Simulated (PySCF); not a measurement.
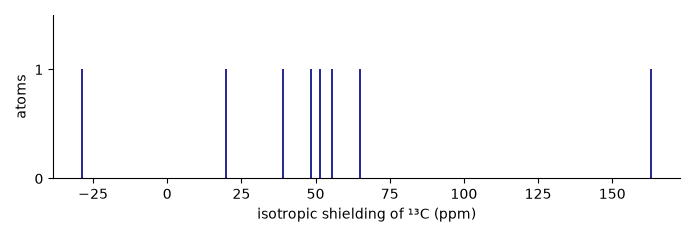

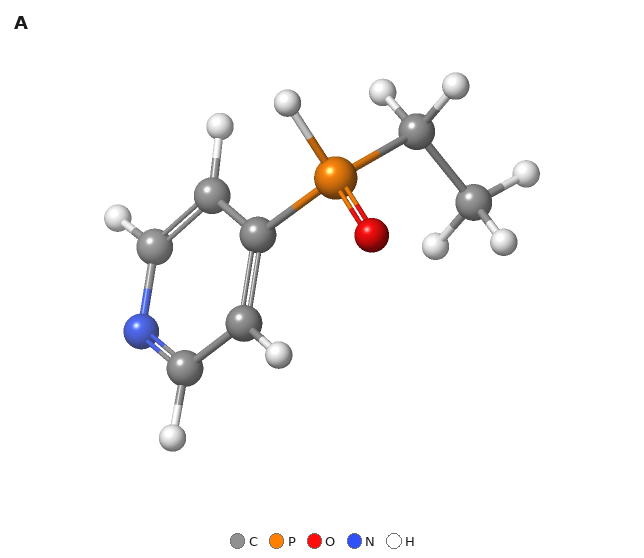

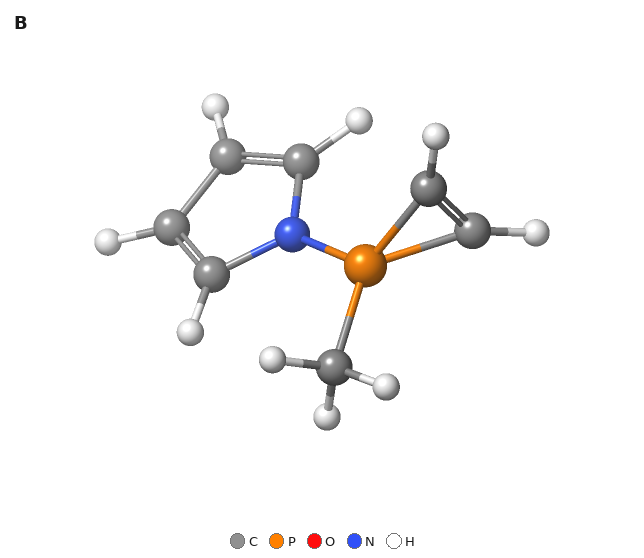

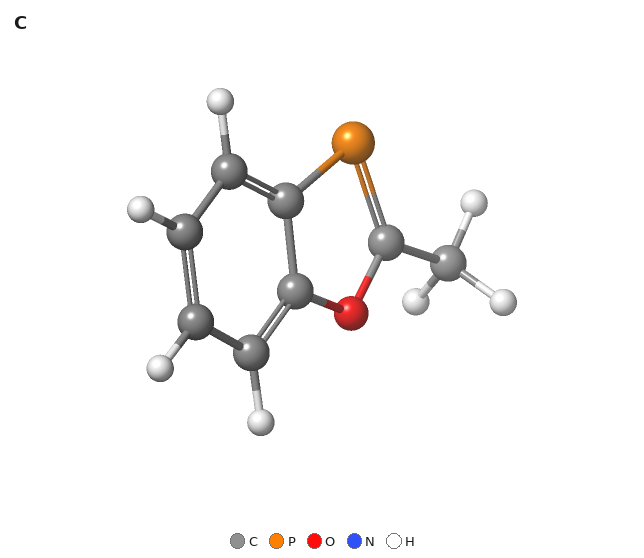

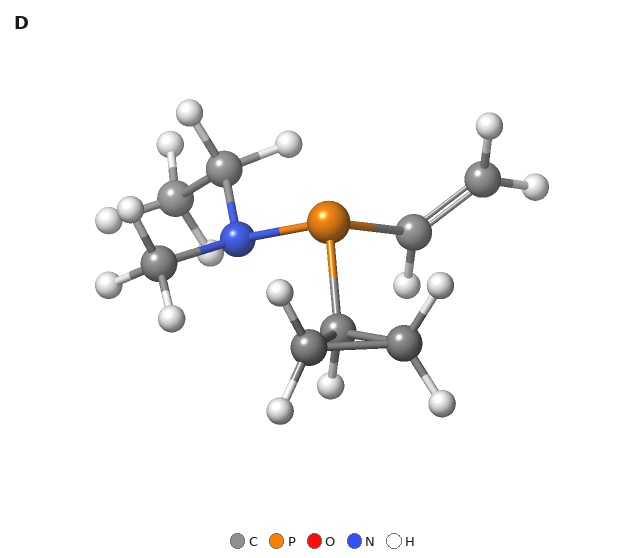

The sticks are computed shieldings of one of the molecules, for one fixed geometry (PBE0-D3(BJ)/def2-SVP) without averaging over rotations. Low shielding means a high chemical shift. Method: GIAO ωB97X-D/pcSseg-1 NMR shielding, non-relativistic, gas phase (PySCF 2.14.0).

Match the spectrum to a structure.

Answer. C, `Cc1oc2ccccc2p1`. Its 8 C atoms give lines at −28.8, 19.7, 39.2, 48.4, 51.5, 55.4, 65.0, 163.2 ppm.
